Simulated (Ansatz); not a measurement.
# C2H4F2O (SMILES COC(F)F): what the fields show

The calculation's input:

```
crystal:
  periodic: [false, false, false]
  atoms:
    - {symbol: C, position_ang: [-0.559958, -0.363917, -0.987858]}
    - {symbol: O, position_ang: [0.678696, 0.036239, -0.429016]}
    - {symbol: C, position_ang: [0.604600, 0.382107, 0.873319]}
    - {symbol: F, position_ang: [0.382177, -0.706277, 1.658719]}
    - {symbol: F, position_ang: [1.789292, 0.891610, 1.222877]}
    - {symbol: H, position_ang: [-1.321640, 0.411911, -0.848390]}
    - {symbol: H, position_ang: [-0.385867, -0.506892, -2.051931]}
    - {symbol: H, position_ang: [-0.908662, -1.299990, -0.545191]}
    - {symbol: H, position_ang: [-0.190238, 1.108907, 1.090472]}
basis:
  gaussian: {orbitals: def2-TZVPP}
hamiltonian: {xc: pbe0, dispersion: d4}
output: {orbitals: {seedname: orbitals}}
```

Launched as:

```sh
ansatz run in.yaml --threads 2 --pin off --events-out ev --progress --plain --max-ram 22528MiB --backend cpu
```

Geometry: PBE0-D4/def2-TZVP.

Computed with Ansatz 0.2.0, RKS PBE0-D4/def2-TZVPP.

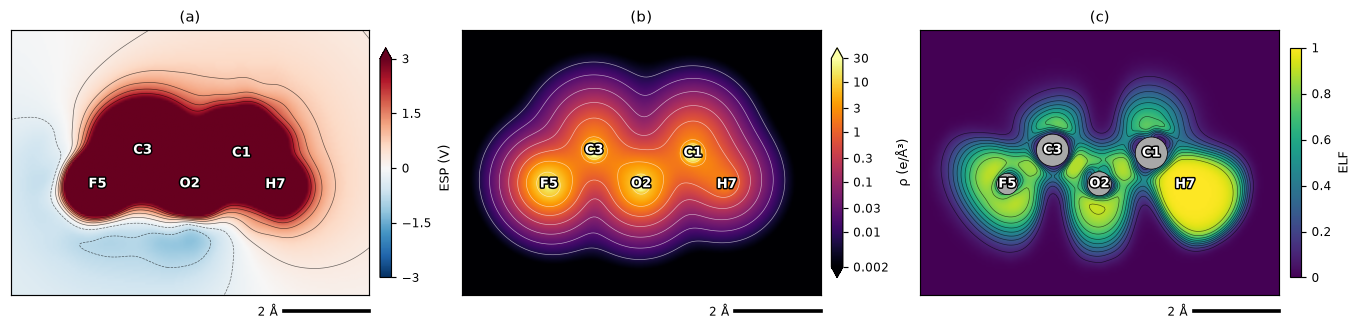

Figure 1. (a) electrostatic potential; (b) total electron density; (c) electron localisation function on the plane of atoms C1, O2 and C3. Grey discs cover the atomic cores in the ELF map.

### Read the bonding off the picture.

- The section cuts through C, O, F and H sites.
- C–F (1.34 Å): ρ is about 2.4 e/Å³ halfway; the ELF peaks at about 0.85 between the atoms; a polar covalent bond.
- C–O (1.35 Å): ρ is about 2.5 e/Å³ halfway, with its minimum of 2.1 e/Å³ about 0.5 Å from C; the ELF peaks at about 0.90 between the atoms (a shared but strongly polarised pair).
- C–H (1.09 Å): ρ at the midpoint is about 2.1 e/Å³; the ELF climbs to about 1 towards the hydrogen, as it does in any bond to H (an ordinary covalent bond to hydrogen).
- C–O (1.42 Å): the density is about 2 e/Å³ at the midpoint, with its minimum of 1.7 e/Å³ about 0.5 Å from C; the ELF peaks at about 0.90 between the atoms (a shared but strongly polarised pair).
- The ELF also peaks beside O2 and F5, away from the bonds: lone-pair regions.
- Outside the dense part of the molecule the potential is most negative (−1.2 V) near O2.

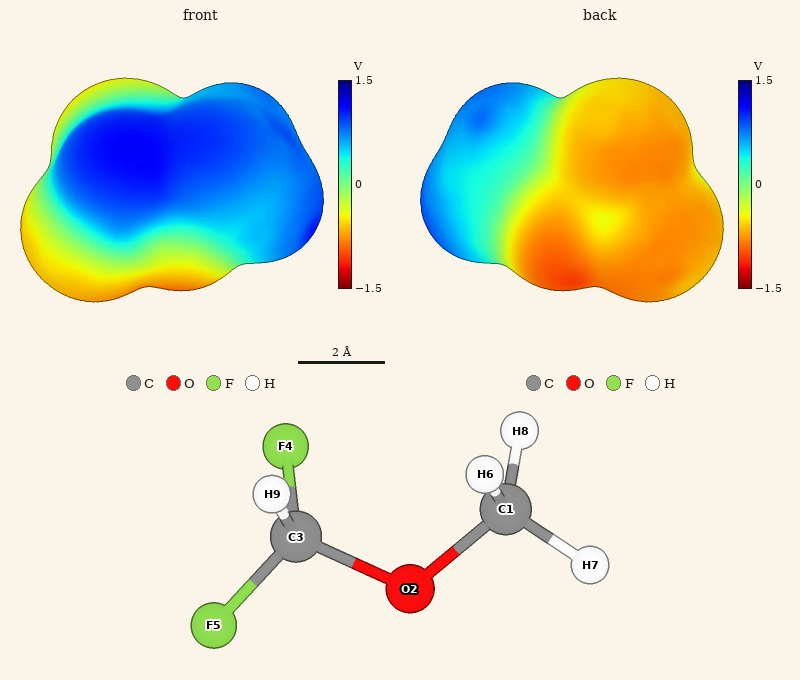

Figure 2. The electrostatic potential painted on the density surface at 0.001 e/bohr³, seen from the front and from behind; the colour scale runs from red (negative) to blue (positive). The bare structure is drawn below in the same view.

### Which sites attract a positive test charge, and which a negative one?

A positive charge is drawn to the negative regions and a negative charge to the positive ones. The most negative region (about −1.0 V) lies over O2, the most positive (about +1.1 V) over H6 and H9.

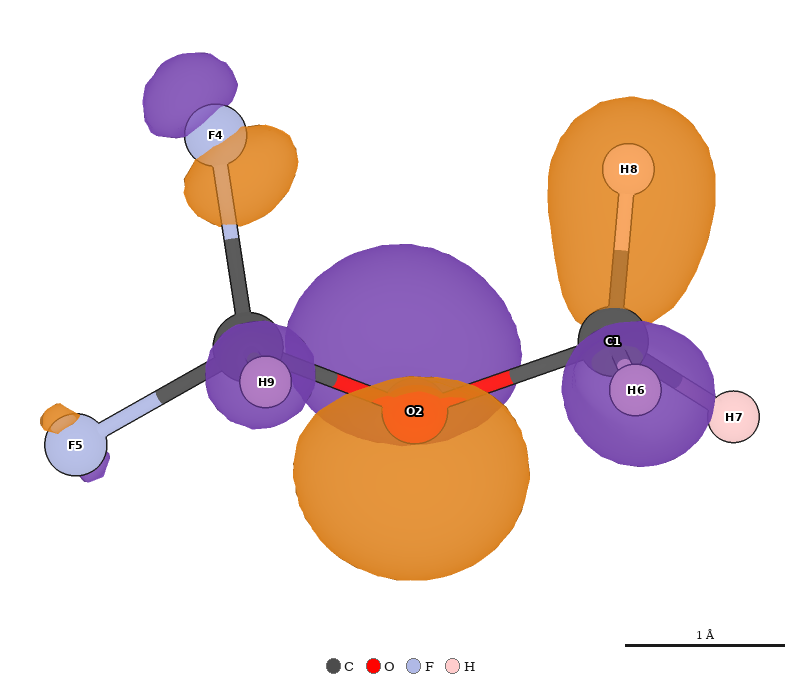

Figure 3. The HOMO at ±0.2 Å⁻³ᐟ² (orange and purple are the two phases), seen across its widest extent.

### Describe this orbital and give its energy.

It lies mainly on O2 (about 55 %), C1 (about 15 %), H8 (about 5 %), C3 (about 5 %) and H6 (about 5 %). Its energy is −8.93 eV.
